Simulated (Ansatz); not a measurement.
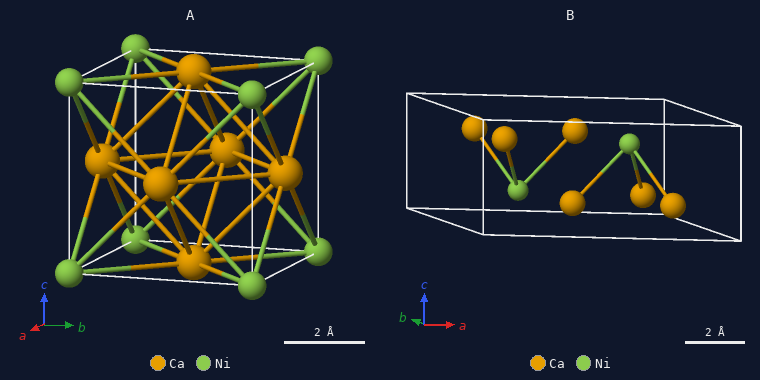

Two structures of Ca$_{3}$Ni, each relaxed to rest (conventional cells in solid outline, small ones repeated, not to one scale). Method: DFT PBE, scalar-relativistic, plane waves, PAW (Ansatz 0.2.0), without spin polarisation (spin-restricted runs, not always the ground states).

### What are the two structures?

A: Cu₃Au (L1₂) type, Pm-3m. B: 8 atoms a cell on a primitive hexagonal lattice, P6_3/mmc.

### Which has the lower energy, and by how much?

B is lower, by 68 meV/atom at this level of theory (energies at zero smearing). Volumes: A 28.8, B 35.0 Å³/atom.

One or both may be structure types tried for this composition rather than known phases.
